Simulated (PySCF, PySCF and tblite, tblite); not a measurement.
**C₄H₃BF₂O₂: a path driven as rotation about a bond, and NMR exchange**

Aim: the barrier and rate of rotation about a bond in C₄H₃BF₂O₂ (`C#C[C@H](B(F)F)C(=O)O`), and what it does to NMR lines.

Programs: PySCF 2.14.0 with density-fitted response routines of our own, and tblite 0.8.0. All values are computed, except where a source is named. Atoms count from 0 throughout.

### Step 1. The starting structure

12 atoms, charge 0, multiplicity 1; geometry from: force field or distance geometry start.

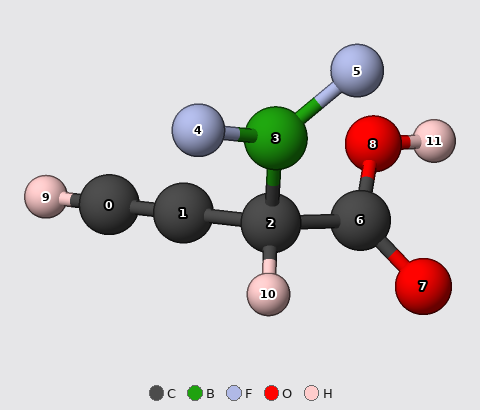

The starting geometry (carbon dark grey, boron green, fluorine light blue, oxygen red, hydrogen pink), atoms numbered.

### Step 2. GFN2-xTB relaxation, start minimum

The job: settings as JSON, then the geometry in Å.

```
{"job": {"xc": "GFN2-xTB", "basis": "xTB", "kind": "relax"}, "charge": 0, "multiplicity": 1}
C      1.939900    -1.251000     0.962500
C      1.166600    -0.618800     0.255600
C      0.256700     0.131200    -0.582800
B      0.232700     1.673000    -0.141800
F      1.451000     2.438300    -0.183200
F     -0.999000     2.305100     0.282900
C     -1.125400    -0.459300    -0.514400
O     -1.738400    -0.748100    -1.565400
O     -1.726500    -0.682100     0.726500
H      2.593600    -1.797300     1.580300
H      0.615700     0.086000    -1.633900
H     -2.665800    -1.077600     0.787700
```

Launch:

```sh
$ OMP_NUM_THREADS=1 python ens_run.py task.json out
```

This one command runs the whole study; its stages follow in the order run.

Output:

```text
step      E/eV     max force
  0    -786.78522    4.562
  1    -787.09906    9.058
  2    -787.49137    4.580
  3    -787.58587    4.399
  4    -787.75124    1.004
  5    -787.80181    0.985
  6    -787.83313    0.705
  7    -787.85029    0.244
  8    -787.85490    0.246
  9    -787.86359    0.189
 10    -787.86521    0.125
 11    -787.86625    0.073
 12    -787.86671    0.056
 13    -787.86714    0.057
 14    -787.86752    0.054
 15    -787.86790    0.077
 16    -787.86821    0.071
 17    -787.86848    0.047
 18    -787.86873    0.041
 19    -787.86898    0.057
 20    -787.86922    0.065
 21    -787.86944    0.049
 22    -787.86963    0.032
 23    -787.86981    0.038
 24    -787.87001    0.055
 25    -787.87022    0.065
 26    -787.87045    0.054
 27    -787.87063    0.039
 28    -787.87078    0.031
 29    -787.87090    0.037
 30    -787.87102    0.042
 31    -787.87113    0.033
 32    -787.87121    0.017
 33    -787.87124    0.013
 34    -787.87126    0.012
 35    -787.87128    0.013
 36    -787.87130    0.013
 37    -787.87132    0.011
 38    -787.87134    0.011
 39    -787.87136    0.015
 40    -787.87140    0.022
 41    -787.87147    0.035
 42    -787.87158    0.040
 43    -787.87169    0.028
 44    -787.87177    0.024
 45    -787.87183    0.028
 46    -787.87193    0.041
 47    -787.87209    0.057
 48    -787.87228    0.050
 49    -787.87243    0.026
 50    -787.87252    0.023
 51    -787.87259    0.022
 52    -787.87266    0.025
 53    -787.87274    0.022
 54    -787.87280    0.021
 55    -787.87285    0.022
 56    -787.87292    0.029
 57    -787.87300    0.034
 58    -787.87310    0.026
 59    -787.87324    0.031
 60    -787.87334    0.034
 61    -787.87361    0.047
 62    -787.87404    0.062
 63    -787.87471    0.063
 64    -787.87505    0.130
 65    -787.87448    0.154
 66    -787.87577    0.123
 67    -787.87563    0.283
 68    -787.87611    0.058
 69    -787.87629    0.050
 70    -787.87657    0.047
 71    -787.87704    0.103
 72    -787.87700    0.105
 73    -787.87714    0.020
 74    -787.87715    0.028
 75    -787.87718    0.022
 76    -787.87726    0.021
 77    -787.87732    0.036
 78    -787.87744    0.039
 79    -787.87761    0.041
 80    -787.87773    0.031
 81    -787.87781    0.024
 82    -787.87789    0.032
 83    -787.87800    0.028
 84    -787.87812    0.027
 85    -787.87821    0.021
 86    -787.87827    0.020
 87    -787.87831    0.017
 88    -787.87834    0.012
 89    -787.87836    0.029
 90    -787.87839    0.016
 91    -787.87841    0.009
 92    -787.87843    0.009
 93    -787.87844    0.011
 94    -787.87845    0.011
 95    -787.87847    0.011
 96    -787.87848    0.010
 97    -787.87850    0.009
 98    -787.87851    0.010
 99    -787.87853    0.015
100    -787.87857    0.024
101    -787.87861    0.029
102    -787.87865    0.023
103    -787.87867    0.012
104    -787.87868    0.010
105    -787.87869    0.008
106    -787.87870    0.008
107    -787.87872    0.008
108    -787.87873    0.010
109    -787.87875    0.010
110    -787.87877    0.014
111    -787.87880    0.019
112    -787.87885    0.028
113    -787.87891    0.022
114    -787.87897    0.019
115    -787.87900    0.020
116    -787.87902    0.012
117    -787.87903    0.006
118    -787.87903    0.003
```

It took 0.53 s on 1 thread of Intel Xeon Platinum 8488C, shared host.

Relaxing gained 1.094 eV and moved the atoms by 0.29 Å on average (rms).

### Step 3. Relaxed scan, rotation

The job: settings as JSON, then the geometry in Å.

```
{"job": {"xc": "GFN2-xTB", "basis": "xTB", "coordinate": [["t", [2, 6, 8, 11], 0.5], ["t", [7, 6, 8, 11], 0.5]], "kind": "drive"}, "charge": 0, "multiplicity": 1}
C      1.822971    -1.190045     1.078111
C      1.112525    -0.600180     0.317562
C      0.241685     0.120383    -0.600644
B      0.251556     1.657703    -0.156257
F      1.126999     2.509253    -0.634252
F     -0.574370     2.154586     0.731062
C     -1.170354    -0.446668    -0.580989
O     -1.872877    -0.519895    -1.550595
O     -1.551224    -0.824991     0.635832
H      2.446642    -1.725873     1.729064
H      0.631801     0.019229    -1.618825
H     -2.464156    -1.154186     0.623905
```

Output:

```text
point  coordinate     E/eV
  0    103.200     -787.84696
  1    117.800     -787.75820
  2    132.600     -787.63220
  3    147.700     -787.49496
  4    163.100     -787.38615
  5    178.700     -787.33347
  6    194.300     -787.37687
  7    209.600     -787.45571
  8    224.700     -787.56141
  9    239.500     -787.65556
 10    254.200     -787.71681
 11    268.700     -787.73330
```

Run time: 1.9 s. Hardware: 1 thread of Intel Xeon Platinum 8488C, shared host.

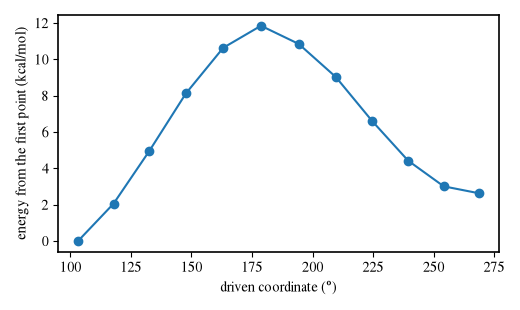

Energy along the scan.

### Step 4. Nudged elastic band, leg 1

Changed since step 3:

```diff
@@ -1,2 +1,2 @@
-{"job": {"xc": "GFN2-xTB", "basis": "xTB", "coordinate": [["t", [2, 6, 8, 11], 0.5], ["t", [7, 6, 8, 11], 0.5]], "kind": "drive"}, "charge": 0, "multiplicity": 1}
+{"job": {"xc": "GFN2-xTB", "basis": "xTB", "kind": "neb"}, "charge": 0, "multiplicity": 1}
 C      1.822971    -1.190045     1.078111
```

Output:

```text
image   E - E0 / eV
  0       0.0000
  1       0.0841
  2       0.5391
  3       0.2926
  4       0.1515
  5       0.1462
  6       0.1425
```

Wall time 3.1 s (1 thread of Intel Xeon Platinum 8488C, shared host).

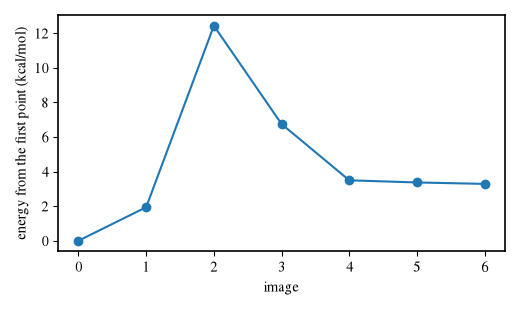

Energy along the band.

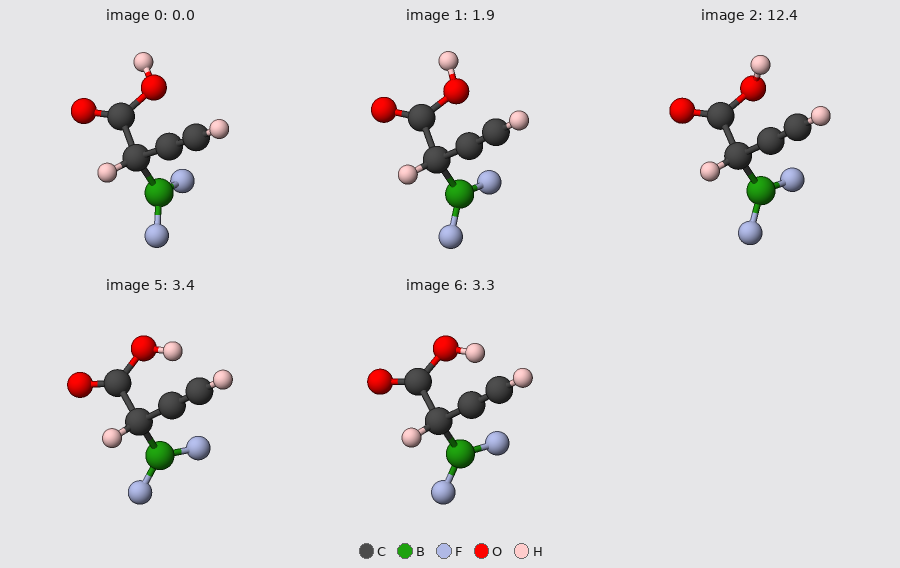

Images along the band, with energies in kcal/mol.

### Step 5. Saddle search, leg 1

The job: settings as JSON, then the geometry in Å.

```
{"job": {"xc": "GFN2-xTB", "basis": "xTB", "kind": "saddle"}, "charge": 0, "multiplicity": 1}
C      1.590663    -1.288006     1.132153
C      1.000268    -0.624212     0.330571
C      0.232684     0.159637    -0.624053
B      0.242195     1.695613    -0.171054
F      0.881039     2.611739    -0.859433
F     -0.348506     2.128197     0.912260
C     -1.205032    -0.362443    -0.674860
O     -1.804684    -0.516460    -1.692831
O     -1.761428    -0.553525     0.550223
H      2.133148    -1.869059     1.816164
H      0.668944     0.055971    -1.622732
H     -1.629291    -1.437451     0.903593
```

Output:

```text
step      E/eV     max force
  0    -787.33988   0.0295
  1    -787.34335   0.1793
  2    -787.34187   0.0543
  3    -787.34332   0.0443
  4    -787.34495   0.1254
  5    -787.34415   0.0183
  6    -787.34509   0.0242
  7    -787.34600   0.0432
  8    -787.34686   0.0511
  9    -787.34768   0.0595
 10    -787.34854   0.0722
 11    -787.34949   0.0525
 12    -787.35056   0.0836
 13    -787.35158   0.1008
 14    -787.35257   0.0940
 15    -787.35344   0.1576
 16    -787.35470   0.0750
 17    -787.35519   0.0875
 18    -787.35559   0.0522
 19    -787.35577   0.0400
 20    -787.35587   0.0199
 21    -787.35591   0.0071
 22    -787.35591   0.0020
lowest wavenumbers (cm-1): -620.8 27.0 38.0 96.5 111.2 130.5
```

It took 3.1 s on 1 thread of Intel Xeon Platinum 8488C, shared host; peak memory 0.2 GiB.

Point group C1; 1 imaginary mode, 621i cm⁻¹, carried by H11. Steps downhill from it reached both ends.

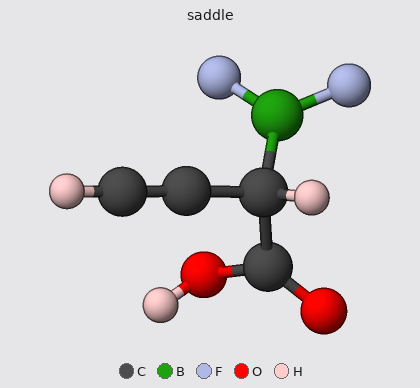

The saddle point.

### Step 6. Shieldings, start: PBE0/pcSseg-1 in benzene

The job: settings as JSON, then the geometry in Å.

```
{"job": {"kind": "nmr", "xc": "PBE0", "basis": "pcSseg-1", "solvent": "benzene", "pop": false}, "charge": 0, "multiplicity": 1}
C      1.822971    -1.190045     1.078111
C      1.112525    -0.600180     0.317562
C      0.241685     0.120383    -0.600644
B      0.251556     1.657703    -0.156257
F      1.126999     2.509253    -0.634252
F     -0.574370     2.154586     0.731062
C     -1.170354    -0.446668    -0.580989
O     -1.872877    -0.519895    -1.550595
O     -1.551224    -0.824991     0.635832
H      2.446642    -1.725873     1.729064
H      0.631801     0.019229    -1.618825
H     -2.464156    -1.154186     0.623905
```

Output:

```text
coarse grid: 11640 points
cycle   1  E = -528.3818620680  dE =  1.580e+00  |g| = 1.107e+00  |ddm| = 3.434e+00
cycle   2  E = -527.9921315599  dE =  3.897e-01  |g| = 1.861e+00  |ddm| = 2.252e+00
cycle   3  E = -528.5825237925  dE = -5.904e-01  |g| = 3.014e-01  |ddm| = 1.649e+00
cycle   4  E = -528.5991155631  dE = -1.659e-02  |g| = 9.451e-02  |ddm| = 2.629e-01
cycle   5  E = -528.6006245332  dE = -1.509e-03  |g| = 2.727e-02  |ddm| = 6.887e-02
cycle   6  E = -528.6007702680  dE = -1.457e-04  |g| = 1.081e-02  |ddm| = 2.504e-02
cycle   7  E = -528.6007959104  dE = -2.564e-05  |g| = 3.146e-03  |ddm| = 8.238e-03
cycle   8  E = -528.6007979284  dE = -2.018e-06  |g| = 4.975e-04  |ddm| = 2.273e-03
final grid: 117784 points
cycle   9  E = -528.6825429218  dE = -5.698e-05  |g| = 1.079e-02  |ddm| = 3.848e-02
cycle  10  E = -528.6825102930  dE =  3.263e-05  |g| = 1.727e-02  |ddm| = 2.166e-02
cycle  11  E = -528.6825626653  dE = -5.237e-05  |g| = 2.442e-03  |ddm| = 1.367e-02
cycle  12  E = -528.6825637820  dE = -1.117e-06  |g| = 4.654e-04  |ddm| = 1.749e-03
cycle  13  E = -528.6825638193  dE = -3.727e-08  |g| = 1.717e-04  |ddm| = 4.018e-04
cycle  14  E = -528.6825638254  dE = -6.125e-09  |g| = 6.967e-05  |ddm| = 1.549e-04
cycle  15  E = -528.6825638265  dE = -1.036e-09  |g| = 1.433e-05  |ddm| = 5.236e-05
cycle  16  E = -528.6825638265  dE = -4.536e-11  |g| = 3.452e-06  |ddm| = 1.172e-05
converged SCF energy = -528.6825638265

GIAO shielding tensors (ppm)
atom      isotropic    diamagn.    paramagn.     s11        s22        s33       span
  0 C      104.027     256.874    -152.848     32.239     33.372    246.469    214.229
  1 C      108.801     263.252    -154.451      9.780     21.310    295.312    285.532
  2 C      157.808     249.446     -91.637    143.922    151.134    178.369     34.448
  3 B       77.307     191.119    -113.812     65.564     81.983     84.373     18.809
  4 F      240.279     464.801    -224.522     74.572    290.042    356.223    281.651
  5 F      247.175     467.503    -220.328     79.543    292.066    369.916    290.373
  6 C       13.020     247.028    -234.009    -87.715     50.138     76.636    164.350
  7 O     -103.174     399.752    -502.926   -349.827   -213.730    254.034    603.861
  8 O      119.623     392.713    -273.090    -37.374    161.691    234.553    271.927
  9 H       29.620      33.804      -4.184     24.491     24.627     39.742     15.250
 10 H       28.068      28.152      -0.084     24.593     26.978     32.634      8.041
 11 H       24.730      29.136      -4.406     19.140     21.833     33.217     14.077
```

It took 18 s on 1 thread of Intel Xeon Platinum 8488C, shared host; peak memory 0.85 GiB.

In short: HOMO -8.02 eV, LUMO -0.58 eV; dipole 1.85 D.

(Part 1 of 2 ends here.)
